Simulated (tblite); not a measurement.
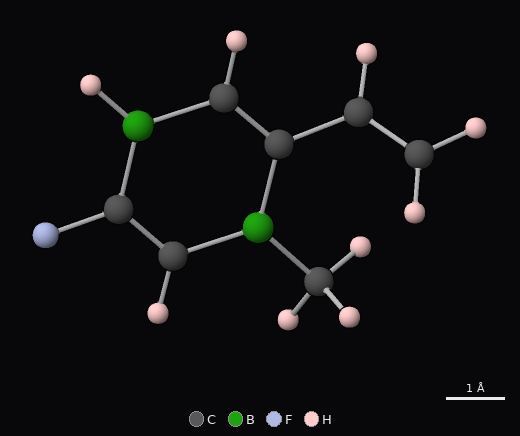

C$_{7}$H$_{9}$B$_{2}$F, before the relaxation. Style: ball-and-stick. Shown at a tilt.

Level of theory: tblite 0.8.0, GFN2-xTB geometry optimisation, gas phase.

```xyz
19

C    -2.3045    1.5112   -0.0281
C    -1.7297    0.6939   -0.9016
C    -0.5787   -0.1881   -0.5224
C    -0.5754   -1.4360   -1.0115
B     0.5764   -2.4623   -0.6516
C     1.7357   -1.9643    0.2757
F     2.7359   -2.8224    0.6113
C     1.7718   -0.6974    0.7430
B     0.6406    0.3354    0.3627
C     0.7857    1.8556    0.8278
H    -3.1692    2.1006   -0.3405
H    -1.9878    1.5838    1.0018
H    -2.1639    0.5921   -1.8700
H    -1.3813   -1.8029   -1.6284
H     0.5538   -3.5582   -1.0703
H     2.5831   -0.3788    1.3848
H     0.3640    2.5399    0.0612
H     1.8631    2.0974    0.9507
H     0.2704    2.0098    1.7981
```

### Where does the relaxation end?

H16 moves most after the best rigid fit: 0.69 Å. By element the largest moves are H 0.69 Å, C 0.42 Å, B 0.27 Å, F 0.21 Å. Some distances before and after: C4–B5 1.584 → 1.536 Å, C2–C3 1.499 → 1.453 Å, C8–B9 1.578 → 1.547 Å, C10–H17 1.111 → 1.086 Å. Among the angles between lasting bonds that change: C3–C4–H14 121.6° → 117.1°, B9–C10–H17 110.6° → 114.6°, B9–C8–H16 119.2° → 123.1°. Groups turn about C3–B9 by about 25°, C8–B9 by about 20°, B9–C10 by about 20°. The energy falls by 0.227 eV in 84 geometry steps. Cost: 2.3 s on 1 thread of Intel(R) Xeon(R) Processor @ 2.50GHz, with other jobs on the host.

Step by step:

```tsv
step	E − E(0), eV
0	0.0000
1	-0.0911
2	-0.1201
3	-0.1460
4	-0.1528
5	-0.1569
6	-0.1605
7	-0.1648
8	-0.1673
9	-0.1687
10	-0.1694
14	-0.1727
18	-0.1774
22	-0.1846
26	-0.1918
29	-0.1950
33	-0.1994
37	-0.2024
41	-0.2048
45	-0.2065
49	-0.2088
53	-0.2127
57	-0.2161
61	-0.2195
65	-0.2231
68	-0.2247
72	-0.2259
76	-0.2266
80	-0.2270
84	-0.2271
```

Final geometry:

```xyz
19

C    -2.3416    1.5094    0.0669
C    -1.8534    0.5613   -0.7300
C    -0.6410   -0.1967   -0.4713
C    -0.4192   -1.3464   -1.1687
B     0.7206   -2.3178   -0.8284
C     1.6375   -1.9101    0.3588
F     2.6059   -2.7806    0.7697
C     1.4861   -0.7660    1.0455
B     0.5220    0.2940    0.4636
C     0.9067    1.8153    0.6181
H    -3.2648    2.0170   -0.1575
H    -1.8438    1.7991    0.9761
H    -2.4103    0.2775   -1.6171
H    -1.1476   -1.6112   -1.9316
H     0.8367   -3.3572   -1.3516
H     2.1457   -0.5692    1.8830
H     0.3493    2.4900   -0.0258
H     1.9685    1.9807    0.4416
H     0.7326    2.1201    1.6514
```

The end point in the same view:

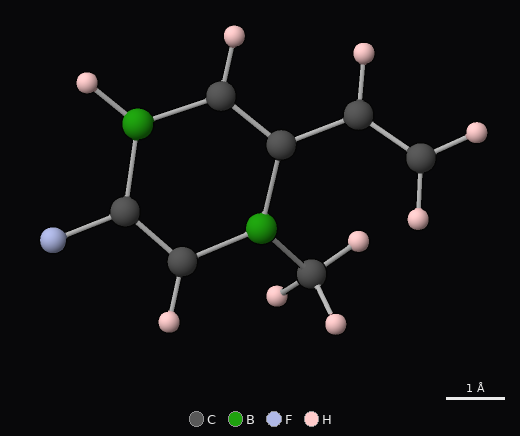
